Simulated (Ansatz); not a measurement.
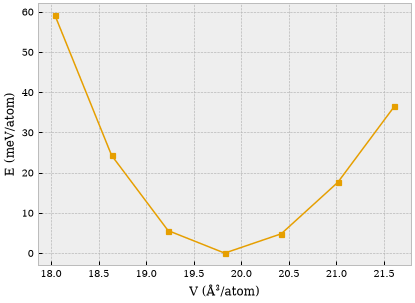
Figure: WSe2 in space group Pnnm (No. 58; W on 2a, Se on 4g) under volume change, PBE (plane waves, PAW; program Ansatz), shape and atoms relaxed at each volume.

What does a third-order Birch–Murnaghan fit give for V₀, B₀ and B′?

V₀ = 19.83 Å³/atom, B₀ = 91.4 GPa, B′ = 6.8.

A made-up cell: these elements were put on the sites of a structure type; neither database checked (COD, Materials Project) lists it. It is not the phase usual at ambient conditions (space group No. 194). Symmetry was held in the PBE relaxation; whether a distortion lowers the energy is not shown. No spin polarisation was allowed. Spin–orbit coupling is left out wherever it is not named.

Potentials: the later of the program's two PAW sets.
